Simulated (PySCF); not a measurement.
BF₃H₃P, SMILES `F[B-](F)(F)[PH3+]`.

PySCF calculation, B3LYP/cc-pVDZ, gas phase; geometry: GFN2-xTB. No frequency check shows the geometry to be a minimum. GFN2-xTB bond lengths at metals and heavier atoms can be off by up to 0.1 Å and shapes distorted, which carries into these values.

Input

```python
import numpy as np
from pyscf import gto, scf, dft, lo
from pyscf.data.elements import chemcore

def solve(mol, dm0=None, hcore=None):
    mf = (dft.UKS if mol.spin else dft.RKS)(mol, xc='b3lyp')
    mf.grids.level = 3
    mf = mf.density_fit(auxbasis='def2-universal-jkfit')
    mf.conv_tol, mf.max_cycle = 1e-8, 80
    if hcore is not None:
        mf.get_hcore = lambda *args: hcore
    mf.kernel(dm0)
    if not mf.converged:
        mf = mf.newton().run(mf.mo_coeff, mf.mo_occ, max_cycle=30)
    assert mf.converged, 'SCF not converged'
    return mf

mol = gto.M(atom='''
F      0.99408    -1.13318    -0.65521
B      0.77284    -0.00014     0.00017
F      0.99476    -0.00095     1.30880
F      0.99512     1.13383    -0.65375
P     -1.58957    -0.00006    -0.00001
H     -2.29251    -1.03071     0.59461
H     -2.29218     0.00272    -1.19081
H     -2.29156     1.03222     0.59688
''', basis='cc-pvdz', charge=0, spin=0, verbose=4)
mf = solve(mol)
occ_all = mf.mo_coeff[:, mf.mo_occ > 0]
occ = occ_all[:, chemcore(mol):]
loc = lo.ibo.ibo(mol, occ, iaos=lo.iao.iao(mol, occ_all))
fock, s = mf.get_fock(), mf.get_ovlp()
ortho = lo.orth_ao(mol, 'meta_lowdin')
ortho = lo.vec_lowdin(lo.iao.iao(mol, occ_all), s)
labels = lo.iao.reference_mol(mol).ao_labels(fmt=None)
vir = lo.vvo.livvo(mol, occ_all, mf.mo_coeff[:, mf.mo_occ == 0])
both = np.hstack([loc, vir])
p = (ortho.T @ s @ both) ** 2
pop = np.array([p[[l[0] == a for l in labels]].sum(0) for a in range(mol.natm)])
spd = np.array([[p[[l[0] == a and l[2][-1] == k for l in labels]].sum(0) for k in 'spd'] for a in range(mol.natm)])
eps = np.einsum('pi,pq,qi->i', both, fock, both)
for i in np.argsort(eps):
    top = np.argsort(-pop[:, i])[:3]
    print('%3d %s %9.4f Eh ' % (i + 1, 'occ' if i < loc.shape[1] else 'vir', eps[i]), '  '.join('%s%d %.3f' % (mol.atom_symbol(a), a + 1, pop[a, i]) for a in top))
np.savez('result.npz', c=both, nocc=loc.shape[1], pop=pop, spd=spd, eps=eps, e=mf.e_tot)
```

Run with:

```sh
OMP_NUM_THREADS=1 python input.py
```

The run took 8.3 s on 1 thread of Arm Neoverse V1 (shared host), peak memory 0.39 GiB.

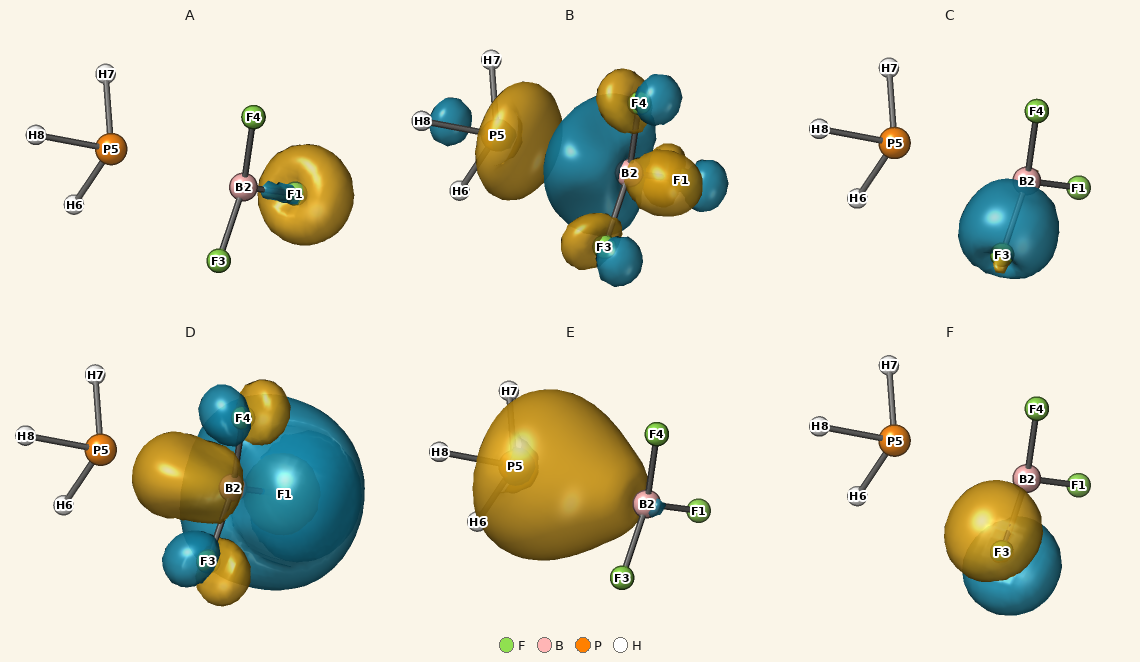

Intrinsic bond orbitals (IBO), occupied and valence-virtual; each surface holds about 85 % of the orbital's density. Energies are diagonal elements of the Fock matrix.

> Identify each orbital.

By panel:
- A: lone pair on F1 (sp1.1-type) (F1 100 %; −19.4 eV)
- B: antibonding multicentre orbital mainly over B2 and P5 and further atoms (B2 69 %, P5 15 %, F1 5 %; 3.6 eV)
- C: σ bond F3–B2 (F3 78 %, B2 22 %; −27.4 eV)
- D: σ* orbital B2–F1, mostly on B2 (B2 73 %, F1 21 %; 9.3 eV)
- E: pair mostly on P5, shared in part with B2 (P5 84 %, B2 15 %; −11.9 eV)
- F: lone pair on F3 (p-type) (F3 96 %, B2 4 %; −11.5 eV)

> How do all the valence pairs divide up?

16 pairs: 9 lone pairs, 6 σ bonds and 1 strongly polarised pair.
